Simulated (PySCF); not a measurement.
Excited-state calculation of C6H14N2Si2

C6H14N2Si2, computed with TDDFT wB97X-D/def2-SVPD, vertical, gas phase, core orbitals frozen in the response (PySCF 2.14.0).

The geometry comes from this level: PBE0-D3(BJ)/def2-SVP. It belongs to a series of runs on one base structure; here: constitutional isomer.

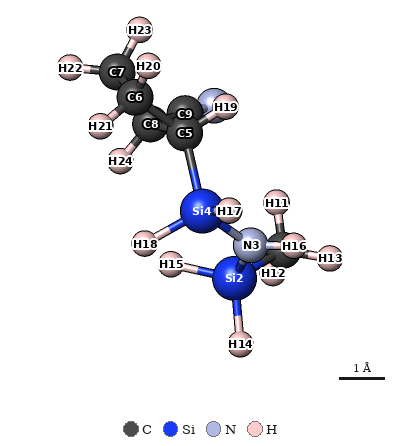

*The structure as given in the input (ball-and-stick view, seen at a tilt; atoms are numbered from 1 in the order of the input).*

Bond lengths as drawn: C–C 1.45 to 1.56 Å, C–H 1.10 Å, C–N 1.16 Å, C–Si 1.87 to 1.89 Å, H–N 1.02 Å, H–Si 1.50 Å and N–Si 1.74 to 1.75 Å.

### Input
```
{"job": {"kind": "uv", "xc": "wB97X-D", "basis": "def2-SVPD", "ip": true}, "charge": 0, "multiplicity": 1}
C      2.997898     1.296945    -1.356027
Si     2.615236    -0.313839    -0.488893
N      1.737195    -0.066011     1.004353
Si     0.257204    -0.818099     1.511123
C     -1.264006    -0.006217     0.745571
C     -2.669210    -0.643889     0.868506
C     -2.953534    -0.241258    -0.588500
C     -1.427935    -0.104656    -0.802570
C     -0.909357     0.985441    -1.606521
N     -0.480067     1.874095    -2.213350
H      2.071360     1.821729    -1.634714
H      3.581042     1.109538    -2.271595
H      3.597334     1.957642    -0.709296
H      3.895907    -1.056485    -0.246571
H      1.730647    -1.187416    -1.323494
H      2.135530     0.606485     1.653857
H      0.157976    -0.736863     3.001842
H      0.233837    -2.251263     1.074688
H     -1.303881     1.056532     1.037688
H     -3.335363    -0.246677     1.646898
H     -2.614813    -1.738771     0.983567
H     -3.484749    -0.950843    -1.239199
H     -3.445366     0.740138    -0.651900
H     -1.002630    -1.047916    -1.185962
```

The first line tells a small driver script what to run in PySCF; the rest is the geometry in Å.

Machine: 1 CPU thread, shared host.

Run as:
```bash
OMP_NUM_THREADS=1 python <driver script> task.json out
```

### Output
```
coarse grid: 20568 points
cycle   1  E = -924.8057305543  dE =  1.132e+00  |g| = 6.326e-01  |ddm| = 7.158e+00
cycle   2  E = -924.7433310552  dE =  6.240e-02  |g| = 8.745e-01  |ddm| = 1.926e+00
cycle   3  E = -924.9062391578  dE = -1.629e-01  |g| = 1.095e-01  |ddm| = 1.160e+00
cycle   4  E = -924.9084723995  dE = -2.233e-03  |g| = 5.870e-02  |ddm| = 2.175e-01
cycle   5  E = -924.9092305811  dE = -7.582e-04  |g| = 1.059e-02  |ddm| = 1.125e-01
cycle   6  E = -924.9092585106  dE = -2.793e-05  |g| = 2.865e-03  |ddm| = 2.396e-02
cycle   7  E = -924.9092609796  dE = -2.469e-06  |g| = 7.154e-04  |ddm| = 1.029e-02
final grid: 188296 points
cycle   8  E = -925.0369968082  dE = -1.518e-04  |g| = 8.197e-03  |ddm| = 2.323e-01
cycle   9  E = -925.0369964229  dE =  3.853e-07  |g| = 8.763e-03  |ddm| = 3.366e-02
cycle  10  E = -925.0370123646  dE = -1.594e-05  |g| = 1.697e-03  |ddm| = 1.137e-02
cycle  11  E = -925.0370129000  dE = -5.354e-07  |g| = 7.283e-04  |ddm| = 3.415e-03
cycle  12  E = -925.0370130325  dE = -1.325e-07  |g| = 1.843e-04  |ddm| = 2.077e-03
cycle  13  E = -925.0370130414  dE = -8.876e-09  |g| = 4.419e-05  |ddm| = 3.954e-04
cycle  14  E = -925.0370130423  dE = -9.047e-10  |g| = 1.219e-05  |ddm| = 1.860e-04
```

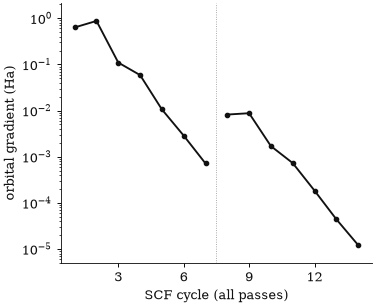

*Convergence of the self-consistent field: orbital gradient against the SCF cycle. The dotted line marks the change from a coarse to the final integration grid.*

The first 7 cycles use a coarse grid, the final grid takes over at cycle 8, and the field converges after 14 cycles in all.

```
converged SCF energy = -925.0370130423

Static polarisability (au): isotropic 130.074, principal 108.325 131.156 150.741

Singlet excitations
state   eV       nm        f      main configurations
  1   6.3976    193.8   0.01058   H->L 0.91
  2   7.1962    172.3   0.03216   H->L+2 0.60, H->L+1 0.10
  3   7.3780    168.0   0.00025   H->L+1 0.36, H->L+2 0.15, H->L+3 0.09
  4   7.4560    166.3   0.00324   H-3->L+2 0.13, H-2->L+1 0.12, H->L+3 0.10
  5   7.4895    165.5   0.04139   H->L+3 0.42, H->L+1 0.10, H->L+4 0.09
  6   7.6933    161.2   0.01555   H->L+4 0.58, H->L+3 0.08
  7   7.7951    159.1   0.01310   H->L+8 0.10
  8   7.8627    157.7   0.01296   H-1->L 0.12
  9   7.9761    155.4   0.07300   H->L+5 0.64, H->L+10 0.08
 10   8.0050    154.9   0.00190   H-1->L 0.19, H->L+8 0.09, H->L+11 0.09

Triplet excitations (Tamm-Dancoff, eV): 6.1372 6.2191 6.8142 6.8529
Vertical ionisation energy (delta-SCF) = 9.0997 eV
```

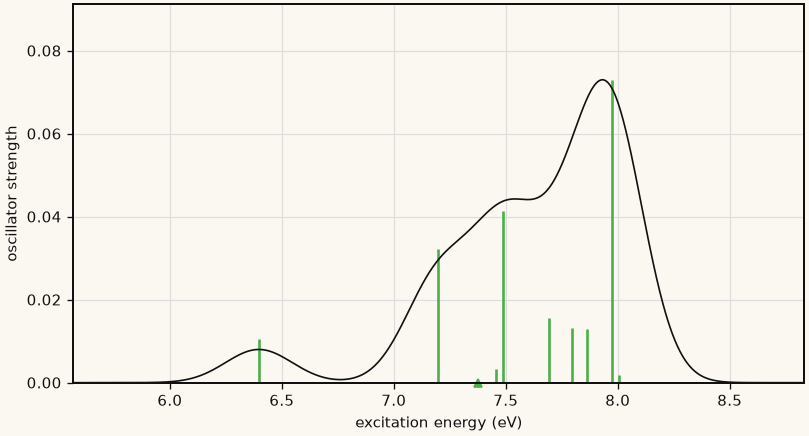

*Computed excitations as sticks (degenerate states added up, dark ones marked on the axis), with a Gaussian envelope of 0.35 eV full width at half maximum, scaled to the tallest.*

Of the 10 states the lowest lies at 6.40 eV (f = 0.011); the strongest line is at 7.98 eV, or 155 nm (f = 0.073).

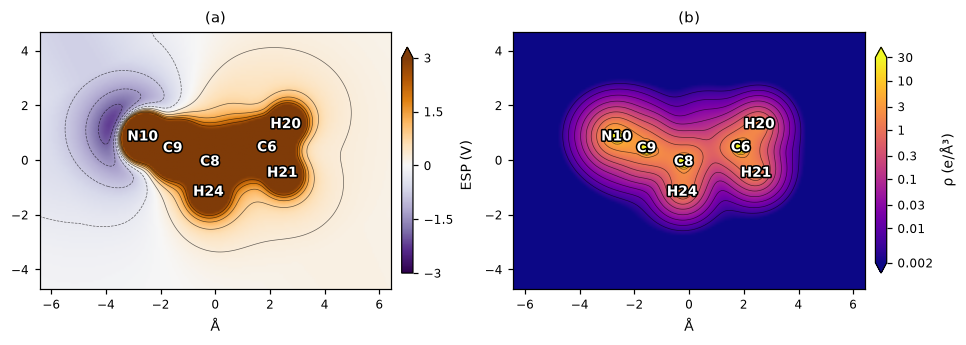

*(a) molecular electrostatic potential; (b) electron density on the plane of atoms C9, C8 and H24.*

The section cuts through C, N and H sites. C–C (1.45 Å): ρ at the midpoint is about 1.8 e/Å³. C–H (1.10 Å): ρ at the midpoint is about 1.9 e/Å³.

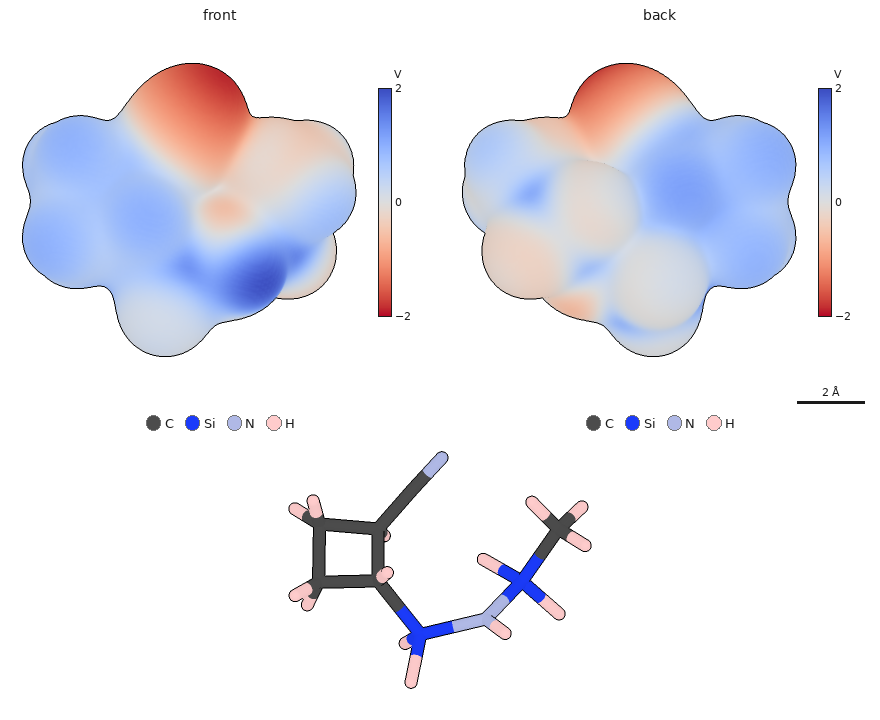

*The molecular electrostatic potential painted on the density surface at 0.002 e/bohr³, seen face on and from behind; the colour scale runs from red (negative) to blue (positive). The bare structure is drawn below in the same view.*

### Results in brief

| quantity | value |
| --- | --- |
| outcome | converged |
| total energy | −925.037013 hartree |
| HOMO | −9.10 eV |
| LUMO | 1.77 eV |
| dipole moment | 3.08 D |
| mean polarisability | 130.07 a.u. |
| vertical ionisation energy | 9.10 eV |
| lowest singlet excitation | 6.40 eV |
| wall time | 8.7 min |
| peak memory | 1.7 GiB |
